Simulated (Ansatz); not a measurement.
# Calculations on TiH$_{3}$O$_{2}$Cl$_{2}$F

Part 1: Relaxation

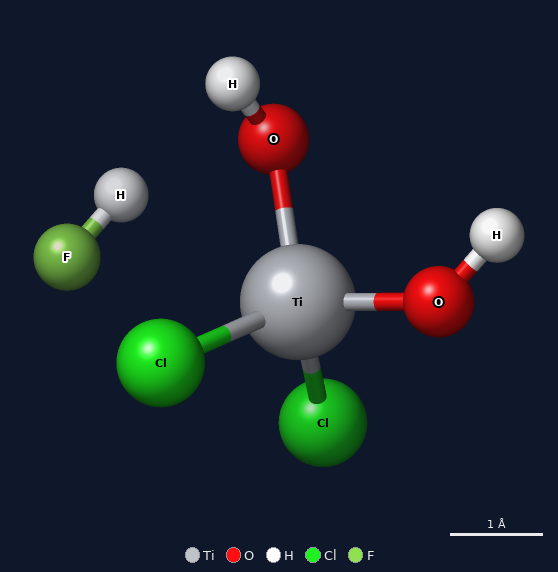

Starting structure of TiH3O2Cl2F. The picture is a ball-and-stick view, seen at a tilt.

The run prepares an end point of a later path (reaction) calculation, from a guessed geometry.

The calculation used RKS PBE-D4/def2-SVP (Ansatz 0.2.0).

The input:
```yaml
crystal:
  periodic: [false, false, false]
  atoms:
    - { symbol: Ti, position_ang: [-0.123121, -0.121506, -0.027492] }
    - { symbol: O, position_ang: [-0.124846, -0.211867, 1.845933] }
    - { symbol: H, position_ang: [-0.8878, 0.159045, 2.331071] }
    - { symbol: Cl, position_ang: [1.919277, -0.263809, -0.838528] }
    - { symbol: Cl, position_ang: [-1.319018, 1.565594, -0.777466] }
    - { symbol: O, position_ang: [-0.97276, -1.581062, -0.557314] }
    - { symbol: H, position_ang: [-1.295701, -2.330266, -0.025634] }
    - { symbol: F, position_ang: [1.285484, 2.17226, 1.35735] }
    - { symbol: H, position_ang: [1.313584, 1.453911, 1.951581] }
basis:
  gaussian: { orbitals: def2-SVP }
hamiltonian:
  xc: pbe
  dispersion: d4
relax:
  f_tol: 0.03
  max_steps: 50
```

Launched with:
```bash
ansatz run input.yaml --threads 4 --pin off --max-ram 5120MiB --backend cpu --events-out ev --progress --plain --runs-dir out
```

What does the optimiser find from here?

Answer. The atom that moves furthest after the best rigid fit is H7 (0.76 Å). By element the largest moves are H 0.76 Å, O 0.59 Å, F 0.40 Å, Cl 0.29 Å, Ti 0.28 Å. Among the contacts that change: Ti1–F8 3.027 → 2.434 Å, Ti1–H9 2.909 → 2.402 Å, F8–H9 0.933 → 0.967 Å, Ti1–O2 1.876 → 1.846 Å. New bonds form, among them: Ti1–F8 (3.03 → 2.43 Å). Among the angles between lasting bonds that change: O2–Ti1–Cl4 111.4° → 117.9°, Ti1–O6–H7 129.1° → 135.2°, Ti1–O2–H3 118.6° → 124.4°. Groups turn about Ti1–O6 by about 165°, Ti1–O2 by about 90°. After 26 accepted moves (30 points after the start) the energy has fallen by 32.2 kJ/mol. Largest force component: 1.3 eV/Å at the start, 0.015 eV/Å at the end. The line search rejected the trial steps at points 12, 14, 21, 26 of the run. The forces were under the threshold at step 15, but the run went on from there.

The structure at the end:

```xyz
9

Ti   -0.0525    0.0351    0.1905
O    -0.0748    0.2102    2.0284
H    -0.5294   -0.4015    2.6346
Cl    1.8541   -0.5407   -0.7697
Cl   -1.2013    1.5179   -0.9797
O    -1.0097   -1.4346    0.0119
H    -1.2274   -2.0315   -0.7260
F     1.1907    1.9505    1.0336
H     0.8454    1.5370    1.8361
```

The end point in the same view:

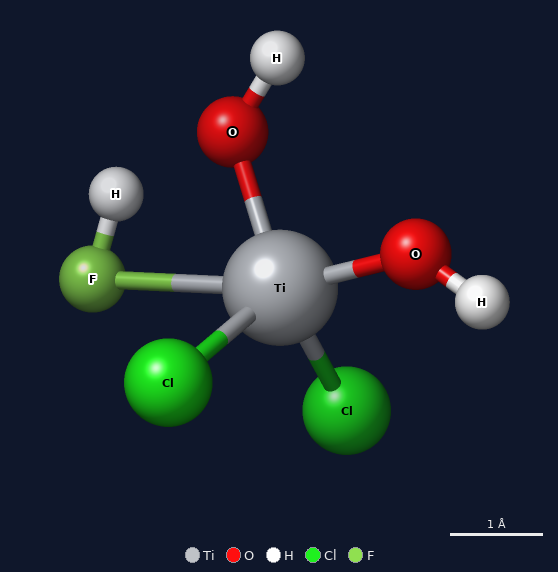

Limits of the set-up: the start holds two separate molecules, 2.2 Å apart at their closest, whose relative position is a soft coordinate.

Part 2: Relaxation

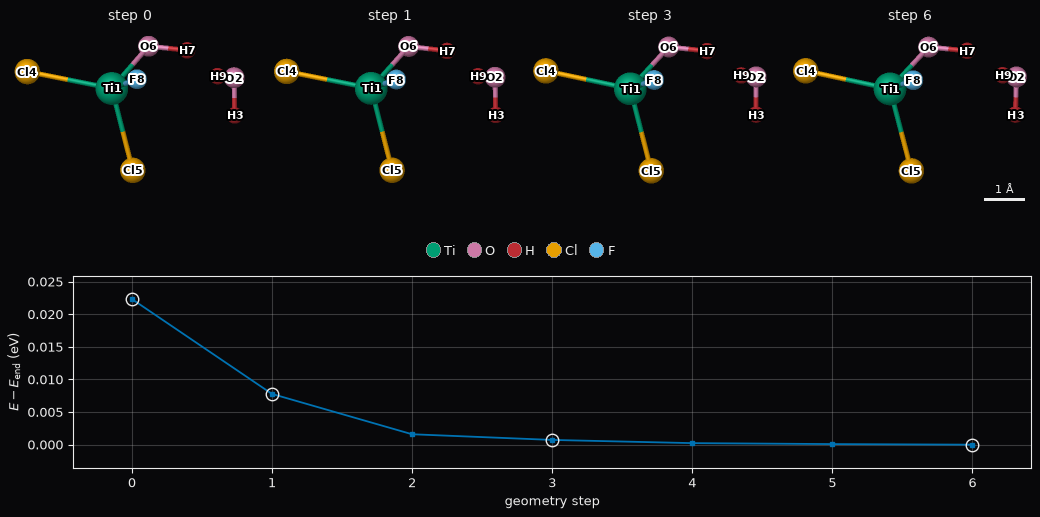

Frames of a relaxation of TiH3O2Cl2F, marked on the history of the run. Style: ball-and-stick. Shown face on.

The run prepares an end point of a later path (reaction) calculation, from a guessed geometry.

Computed with Ansatz, RKS PBE-D4/def2-SVP. Set-up: no spin polarisation; force threshold 0.03 eV/Å; at most 50 steps.

What happens along the run?

Answer. The atom that moves furthest after the best rigid fit is H9 (0.13 Å). By element the largest moves are H 0.13 Å, F 0.10 Å, O 0.07 Å, Cl 0.06 Å, Ti 0.05 Å. Among the contacts that change: Ti1–H9 2.920 → 3.083 Å, Ti1–O2 3.122 → 3.229 Å, Ti1–F8 1.805 → 1.767 Å, O2–H9 0.993 → 0.980 Å. Bond angles that change, for instance: Ti1–O6–H7 106.9° → 109.3°. The energy falls by 0.022 eV in 6 geometry steps. Largest force component: 0.58 eV/Å at the start, 0.02 eV/Å at the end. Cost: 17 s on 4 threads of Intel(R) Xeon(R) Platinum 8259CL CPU @ 2.50GHz (Skylake/Cascade Lake) (shared host), peak memory 0.23 GiB. From step 0 to 1: H3 moves most (0.03 Å), energy −0.015 eV. From step 1 to 3: H9 moves most (0.08 Å), energy −0.007 eV. From step 3 to 6: H9 moves most (0.04 Å), energy −0.001 eV.

Part 3: Path

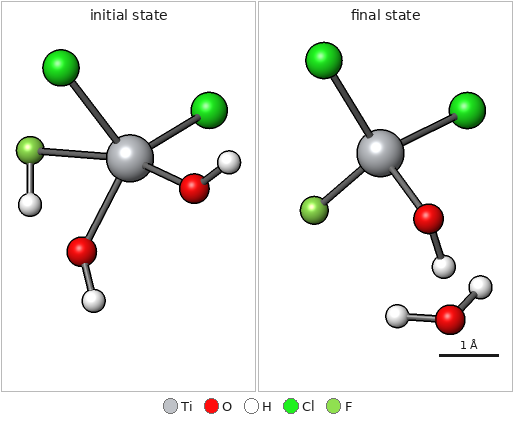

The two relaxed end points of a path for TiH3O2Cl2F. Style: ball-and-stick. Shown from a free direction.

Method: Ansatz 0.2.0, RKS PBE-D4/def2-SVP.

Run with 5 movable images; climbing image; force threshold 0.05 eV/Å; iteration limit 60.

Start:
```xyz
9

Ti   -0.0412    0.0308    0.1904
O    -0.1169    0.2269    2.0248
H    -0.5936   -0.3748    2.6240
Cl    1.8889   -0.5687   -0.7061
Cl   -1.1442    1.5080   -1.0299
O    -1.0031   -1.4343   -0.0002
H    -1.2030   -2.0380   -0.7376
F     1.1900    1.9472    1.0489
H     0.8180    1.5452    1.8453
```

End:
```xyz
9

Ti    0.5458    0.1631   -0.5216
O    -0.8182   -0.0836    2.3951
H    -1.4394    0.5710    2.0161
Cl    1.7261   -0.2688   -2.3251
Cl   -1.1878    1.5033   -0.8747
O    -0.0817   -1.3038    0.1872
H    -0.4440   -1.0995    1.1170
F     1.4849    0.9306    0.7630
H     0.0094    0.4300    2.5025
```

Predict the minimum-energy path and its barrier.

Answer. The highest point, image 2, lies 0.14 eV above the start and 0.82 eV above the end; the end is at −0.68 eV relative to the start. Breaking: F8–H9 (0.97 → 1.12 at the top → 2.34 Å), Ti1–O2 (1.85 → 1.98 at the top → 3.23 Å). Forming: O2–H9 (1.63 → 1.25 at the top → 0.98 Å). The band converged in 19 iterations. The largest component of the band force went from 43 to 0.035 eV/Å. The climbing image converged on the top of the path. Its vibrational analysis gives one imaginary mode (440i cm⁻¹), as a transition state must have.

Energies of the converged images:

| image | path (Å) | E (eV) |
| --- | --- | --- |
| 0 | 0.00 | 0.000 |
| 1 | 0.75 | 0.018 |
| 2 | 1.49 | 0.141 |
| 3 | 2.72 | -0.344 |
| 4 | 3.94 | -0.622 |
| 5 | 5.17 | -0.639 |
| 6 | 6.39 | -0.683 |

The geometry at the top of the path:

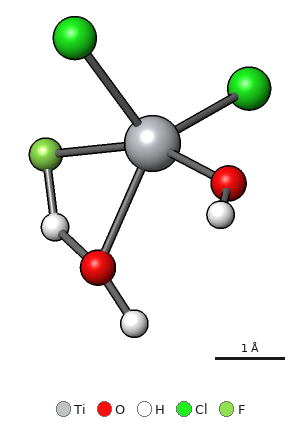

The run took 3 min on 4 threads of Intel(R) Xeon(R) Platinum 8259CL CPU @ 2.50GHz (Skylake/Cascade Lake), on a shared host, peak memory 0.25 GiB.
